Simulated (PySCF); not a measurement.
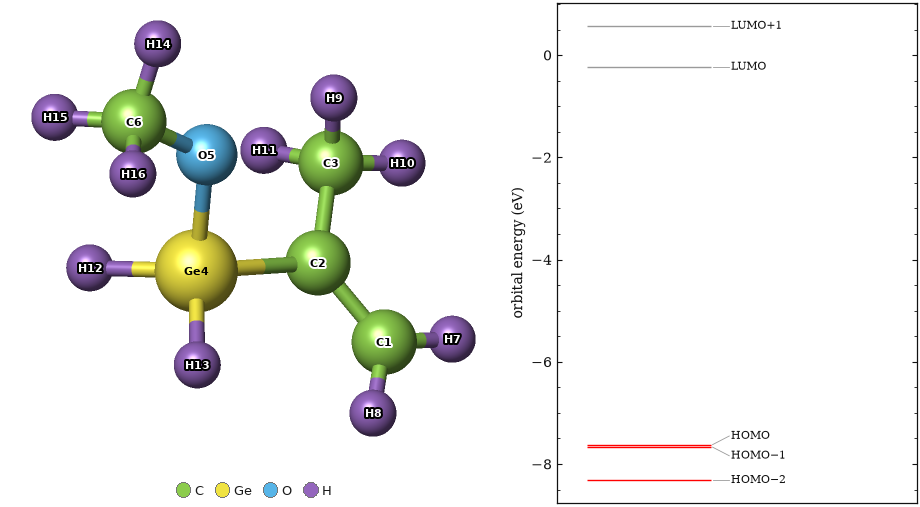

C₄H₁₀GeO, SMILES C=[C](C)[GeH2][O]C, singlet. Kohn-Sham orbital energies near the frontier, PBE0/def2-SVPD in PySCF, at a GFN2-xTB geometry (no frequency check), isolated molecule; empty levels in grey, levels within 0.03 eV side by side.

Where do the frontier orbitals lie?

HOMO at −7.62 eV, LUMO at −0.23 eV, 7.39 eV apart.

On which atoms do HOMO and LUMO mostly sit?

HOMO: O5 46 %, Ge4 10 %, C6 9 %. LUMO: C1 30 %, C2 26 %, Ge4 14 % (Löwdin shares).

List the levels with the atoms that carry most of them (a dash for levels above zero or within 0.03 eV of another, where shares mean little).

```
orbital  energy (eV)               Löwdin shares
 LUMO+1         0.57                           –
   LUMO        −0.23  C1 30 %, C2 26 %, Ge4 14 %
   HOMO        −7.62   O5 46 %, Ge4 10 %, C6 9 %
 HOMO−1        −7.67   C1 30 %, C2 28 %, O5 14 %
 HOMO−2        −8.32  O5 41 %, Ge4 12 %, C2 10 %
```

Known limits of this run: the tight-binding geometry is rougher than a DFT one and adds to the error; one conformer of a flexible molecule; empty levels above zero depend strongly on the basis.
